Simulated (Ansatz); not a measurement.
TiH$_{2}$OCl$_{3}$F: several calculations on one system

## 1. Relaxation

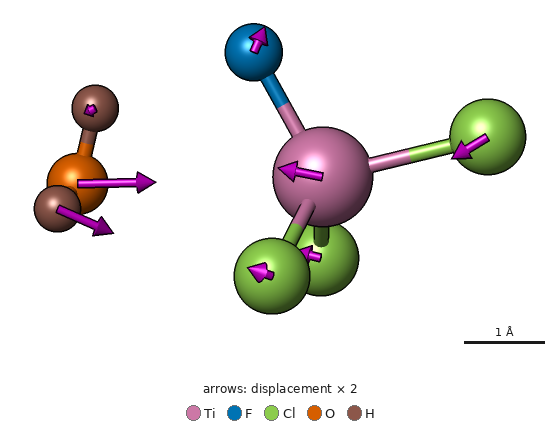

This is a relaxation of TiH2OCl3F. The starting structure is drawn; purple arrows show the displacements, 2 times their true length. The two geometries are superimposed by the best rigid fit.

The picture is a ball-and-stick view, seen from a free direction.

The run prepares an end point of a later path (reaction) calculation, from a guessed geometry.

These are results of RKS B3LYP-D4/def2-SVP in Ansatz, not measurements. Settings: no spin polarisation; force threshold 0.03 eV/Å; at most 50 steps.

Q: What happened in the run?

A: The O atom moves most after the best rigid fit: 0.51 Å. By element the largest moves are O 0.51 Å, H 0.40 Å, Ti 0.30 Å, Cl 0.27 Å, F 0.19 Å. Among the contacts that change: O–Ti 3.107 → 2.315 Å, H–Ti 3.398 → 2.798 Å, H–Ti 2.997 → 2.766 Å, Cl–Ti 2.182 → 2.230 Å. New bonds form, among them: O–Ti (3.11 → 2.31 Å). Among the angles between lasting bonds that change: F–Ti–Cl 111.9° → 119.5°, Cl–Ti–Cl 105.9° → 98.6°, F–Ti–Cl 105.3° → 98.8°. The energy falls by 32.4 kJ/mol in 6 geometry steps. The largest force component goes from 1.3 to 0.03 eV/Å.

## 2. Relaxation

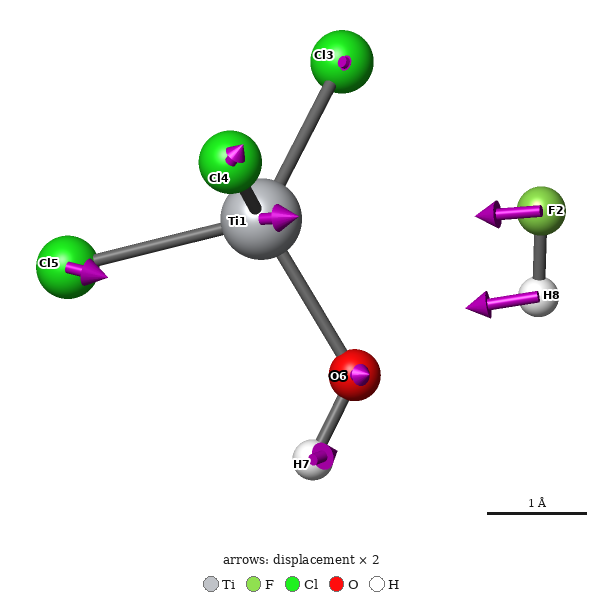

This is a relaxation of TiH2OCl3F. The starting structure is drawn; purple arrows show the displacements, 2 times their true length. The two geometries are superimposed by the best rigid fit.

The picture is a ball-and-stick view, seen at a tilt.

The run prepares an end point of a later path (reaction) calculation, from a guessed geometry.

Theory: Ansatz 0.2.0, RKS B3LYP-D4/def2-SVP. Set-up: no spin polarisation; force threshold 0.03 eV/Å; at most 50 steps.

### Describe the change and its energy.

Over 9 geometry steps the energy falls by 0.203 eV. The largest force component goes from 1.3 to 0.0053 eV/Å. H8 moves most after the best rigid fit: 0.38 Å. By element the largest moves are H 0.38 Å, F 0.36 Å, Cl 0.23 Å, Ti 0.22 Å, O 0.13 Å. Near-neighbour distances that change, for instance: Ti1–F2 3.023 → 2.450 Å, Ti1–H8 3.014 → 2.473 Å, Ti1–O6 1.863 → 1.815 Å, F2–H8 0.927 → 0.947 Å. New bonds form, among them: Ti1–F2 (3.02 → 2.45 Å). Among the angles between lasting bonds that change: Cl5–Ti1–O6 103.9° → 99.1°, Cl3–Ti1–Cl5 108.0° → 103.6°, Ti1–O6–H7 123.0° → 126.8°. Groups turn about Ti1–O6 by about 20°. Cost: 36 s on 4 threads of Arm Neoverse V1, on a shared host, peak memory 0.36 GiB.

Limits of the set-up: the start holds two separate molecules, 2.2 Å apart at their closest, whose relative position is a soft coordinate.

## 3. Path

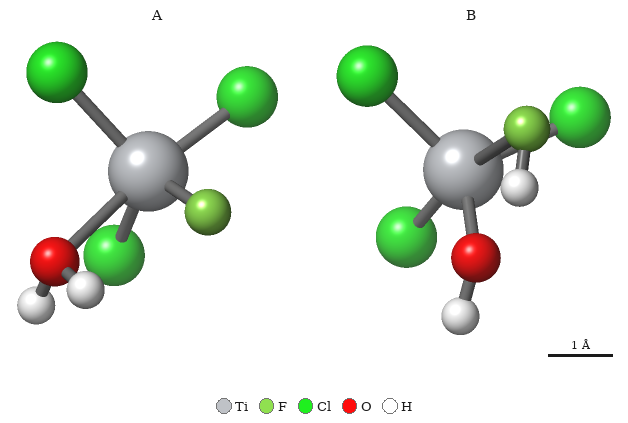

The two relaxed end points of a path for TiH$_{2}$OCl$_{3}$F. A ball-and-stick model, seen from a free direction.

Method: Ansatz, RKS B3LYP-D4/def2-SVP.

Set-up: 7 movable images; climbing image; force threshold 0.05 eV/Å; iteration limit 60.

Start:
```xyz
8

Ti   -0.0235    0.0523   -0.0049
F     0.2505    0.0671    1.7255
Cl    2.0582   -0.0719   -0.6737
Cl   -0.6392    1.9511   -0.9000
Cl   -0.7962   -1.8001   -0.9775
O    -2.1610    0.0124    0.8821
H    -2.6258   -0.7871    0.5899
H    -2.0768   -0.0535    1.8461
```

End:
```xyz
8

Ti   -0.4479   -0.0809   -0.2710
F    -0.3042    0.9849    1.9306
Cl    1.5918   -0.7319    0.1758
Cl   -0.6297    1.9763   -0.9914
Cl   -1.0009   -1.2835   -2.0126
O    -1.7349   -0.6380    0.8811
H    -2.4315   -1.2843    0.7033
H    -1.0566    0.4276    2.0716
```

### Predict the minimum-energy path and its barrier.

The energy climbs by 86.4 kJ/mol to image 6 and then falls by 23.0 kJ/mol, so the end point sits at +63.3 kJ/mol. A hydrogen atom shifts from one atom to another. Breaking: O6–H8 (0.97 → 1.22 at the top → 1.74 Å). Forming: F2–H8 (2.33 → 1.14 at the top → 0.95 Å). The band is converged. At the top, the vibrational analysis gives one imaginary mode (794i cm⁻¹), as a transition state must have.

Energies of the converged images:

| image | path (Å) | E (kJ/mol) |
| --- | --- | --- |
| 0 | 0.00 | 0.0 |
| 1 | 0.44 | 3.1 |
| 2 | 0.88 | 9.0 |
| 3 | 1.32 | 13.9 |
| 4 | 1.77 | 19.1 |
| 5 | 2.21 | 42.8 |
| 6 | 2.65 | 86.4 |
| 7 | 3.02 | 69.9 |
| 8 | 3.40 | 63.3 |

The geometry at the top of the path:

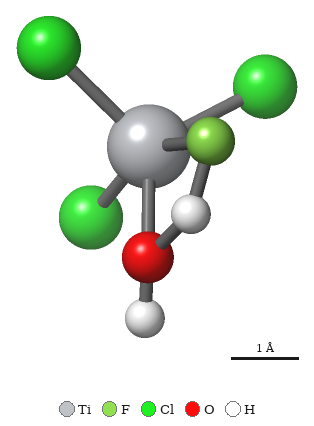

The run took 7.6 min on 4 threads of Arm Neoverse V1, with other jobs on the host, peak memory 0.37 GiB.
